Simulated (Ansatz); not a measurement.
Frequency calculation, with input and output: Si4NH12Cl

System: Si4NH12Cl.
Method: RKS PBE0-D4/def2-TZVP (Ansatz 0.2.0).

The geometry is a transition state. The reaction was set up to form Si1–N7 and Si2–H6 and to break Si1–Si2 and H6–N7 (atoms counted from 1 in the order of the input); sticks are drawn by distance alone. The geometry comes from this level: PBE0-D4/def2-TZVP. Figures and captions count atoms from 1; the log counts them from 0 in places.

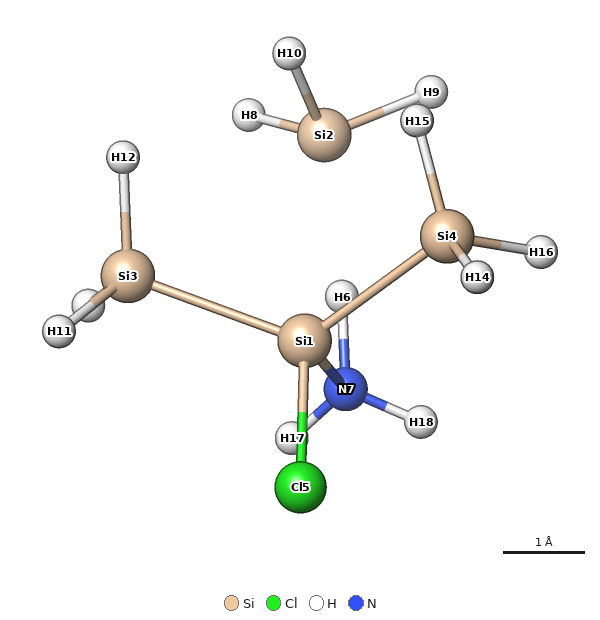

**Figure 1.** The structure as given in the input (ball-and-stick view, seen at a tilt; atoms are numbered from 1 in the order of the input).

The input:
```yaml
crystal:
  periodic: [false, false, false]
  atoms:
    - {symbol: Si, position_ang: [-1.120682, 0.407927, -0.059146]}
    - {symbol: Si, position_ang: [1.898583, -0.917017, 0.069741]}
    - {symbol: Si, position_ang: [-0.008704, 1.310393, -1.900951]}
    - {symbol: Si, position_ang: [-0.416570, 0.734788, 2.140757]}
    - {symbol: Cl, position_ang: [-3.150247, 0.921133, -0.189265]}
    - {symbol: H, position_ang: [-0.021883, -1.428378, -0.208501]}
    - {symbol: N, position_ang: [-1.214909, -1.409244, -0.326744]}
    - {symbol: H, position_ang: [2.628269, -1.495712, -1.111778]}
    - {symbol: H, position_ang: [2.372553, -1.746466, 1.231162]}
    - {symbol: H, position_ang: [2.574261, 0.404453, 0.285073]}
    - {symbol: H, position_ang: [-0.860582, 2.379717, -2.491362]}
    - {symbol: H, position_ang: [1.306030, 1.872236, -1.517647]}
    - {symbol: H, position_ang: [0.149622, 0.223948, -2.905464]}
    - {symbol: H, position_ang: [-1.374213, 1.651763, 2.819049]}
    - {symbol: H, position_ang: [0.947055, 1.307315, 2.190927]}
    - {symbol: H, position_ang: [-0.463047, -0.585946, 2.823748]}
    - {symbol: H, position_ang: [-1.541003, -1.699950, -1.243055]}
    - {symbol: H, position_ang: [-1.704634, -1.930859, 0.393356]}
basis:
  gaussian: {orbitals: def2-TZVP}
hamiltonian: {xc: pbe0, dispersion: d4}
phonons: {temperatures: {t_min: 298.15, t_max: 900, t_step: 200}}
```

Run on 4 CPU threads, shared host.

Run as:
```bash
ansatz run in.yaml --threads 4 --pin off --events-out ev --progress --plain --max-ram 66560MiB --backend cuda --devices 0, --max-vram 37GiB
```

The program's output:
```
Functional definition: PBE0
  name "PBE0"
  cite "Adamo & Barone, J. Chem. Phys. 110, 6158 (1999) doi:10.1063/1.478522"
  cite "Perdew, Burke & Ernzerhof, Phys. Rev. Lett. 77, 3865 (1996) doi:10.1103/PhysRevLett.77.3865"
  parent pbe
  parameter a = 0.25
  parameter kappa = 0.804
  parameter beta = 0.06672455060314922
  exchange = (1 - a)*pbe_x(kappa = kappa, mu = beta*pi^2/3) + a*exact_x
  correlation = pbe_c(beta = beta)
2023 factors; their error is unknown
mean field evaluation 1: about -45696.1683 eV, gradient 5.0e1 eV
mean field evaluation 2: about -45692.4756 eV, gradient 6.4e1 eV
mean field evaluation 4: about -45701.0365 eV, gradient 2.6e0 eV
mean field evaluation 8: about -45701.0570 eV, gradient 4.8e-2 eV
mean field evaluation 16: about -45701.2230 eV, gradient 6.0e-5 eV
mean field -45701.22302045 eV, -1679.4889685998 hartree, gradient 6.1e-5 eV, S^2 0.000000; 0 other end points of the search recorded, 0 dependent functions left out
the calculation of the forces begins
reference -45701.22306588 eV, -1679.4889702695 hartree; 46, 46 occupied and 242, 242 virtual orbitals, 2023 factors
these checks for a lower state are left out or cut short: stability, starts, cluster_reference, orbital_swaps, neighbouring_geometries, increment
2023 factors; their error is unknown
mean field -45701.22294670 eV, -1679.4889658896 hartree, gradient 9.5e-7 eV, S^2 0.000000; 0 other end points of the search recorded, 0 dependent functions left out
[... from here on the field's lines of each further geometry are left out, up to the last ...]
the calculation of the forces begins
reference -45701.22299487 eV, -1679.4889676600 hartree; 46, 46 occupied and 242, 242 virtual orbitals, 2023 factors
these checks for a lower state are left out or cut short: stability, starts, cluster_reference, orbital_swaps, neighbouring_geometries, increment
2023 factors; their error is unknown
mean field -45701.22293484 eV, -1679.4889654538 hartree, gradient 1.8e-6 eV, S^2 0.000000; 0 other end points of the search recorded, 0 dependent functions left out
the calculation of the forces begins
reference -45701.22298028 eV, -1679.4889671236 hartree; 46, 46 occupied and 242, 242 virtual orbitals, 2023 factors
WARN: phonons: modes at or below zero, which the zero-point energy, F, S and C_V leave out: 2, the lowest at -946.81 cm⁻¹. A minimum has none, and a first-order saddle one
Total energy: -45701.77977633 eV, -1679.5094290013 hartree
Atom 0 at    -1.120682     0.407927    -0.059146 Å, force    -0.002959     0.006637     0.006429 eV/Å
Atom 1 at     1.898583    -0.917017     0.069741 Å, force     0.005915     0.007958    -0.004909 eV/Å
Atom 2 at    -0.008704     1.310393    -1.900951 Å, force    -0.002898     0.006298     0.003813 eV/Å
Atom 3 at    -0.416570     0.734788     2.140757 Å, force    -0.004573     0.008198    -0.007836 eV/Å
Atom 4 at    -3.150247     0.921133    -0.189265 Å, force     0.001194     0.000104    -0.001435 eV/Å
Atom 5 at    -0.021883    -1.428378    -0.208501 Å, force    -0.003050    -0.002905     0.000627 eV/Å
Atom 6 at    -1.214909    -1.409244    -0.326744 Å, force     0.001662    -0.007506    -0.004214 eV/Å
Atom 7 at     2.628269    -1.495712    -1.111778 Å, force    -0.008020     0.001348     0.006354 eV/Å
Atom 8 at     2.372553    -1.746466     1.231162 Å, force    -0.002288     0.000842     0.000765 eV/Å
Atom 9 at     2.574261     0.404453     0.285073 Å, force    -0.002780    -0.005842    -0.002062 eV/Å
Atom 10 at    -0.860582     2.379717    -2.491362 Å, force     0.000824     0.000485    -0.004600 eV/Å
Atom 11 at     1.306030     1.872236    -1.517647 Å, force     0.000981    -0.002206     0.001727 eV/Å
Atom 12 at     0.149622     0.223948    -2.905464 Å, force     0.002452     0.001116    -0.005577 eV/Å
Atom 13 at    -1.374213     1.651763     2.819049 Å, force    -0.000037    -0.001046    -0.001074 eV/Å
Atom 14 at     0.947055     1.307315     2.190927 Å, force     0.013018     0.003898     0.002619 eV/Å
Atom 15 at    -0.463047    -0.585946     2.823748 Å, force    -0.001232    -0.009462     0.009967 eV/Å
Atom 16 at    -1.541003    -1.699950    -1.243055 Å, force     0.000693    -0.003159     0.000323 eV/Å
Atom 17 at    -1.704634    -1.930859     0.393356 Å, force     0.001100    -0.004758    -0.000917 eV/Å
Dipole moment:    -0.748156    -0.281305    -0.120194 e Å
Vibrations: -946.81 -78.17 64.85 84.04 86.98 112.94 124.11 143.90 152.49 181.68 183.21 229.93 306.01 348.89 373.12 428.69 472.87 490.71 517.78 529.88 544.30 551.31 740.25 837.46 845.32 864.52 877.45 895.78 909.86 921.20 935.11 938.93 944.28 946.85 1420.90 1475.73 1624.10 2125.38 2131.33 2149.34 2207.39 2209.90 2218.86 2221.35 2264.90 2267.54 3498.18 3599.98 cm⁻¹, zero-point energy 2.975595 eV
```

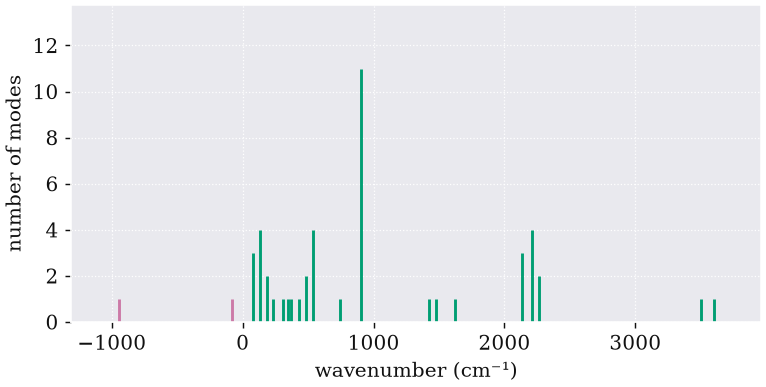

**Figure 2.** Harmonic vibrational wavenumbers from the force constants; neighbouring modes closer than 21 cm⁻¹ are counted in one stick, and imaginary ones are drawn at negative wavenumbers. 48 modes from 947i to 3600 cm⁻¹, 2 imaginary beyond 8i (947i, 78i cm⁻¹): not a minimum.

Summary:

- outcome: converged
- total energy: −45701.7798 eV
- mean-field energy: −45701.2231 eV
- dispersion energy: −0.5567 eV
- largest force (length of the vector): 0.014 eV/Å
- dipole moment: 3.88 D
- wall time: 3.7 min (CPU time 5.3 min)
- peak memory: 0.99 GiB
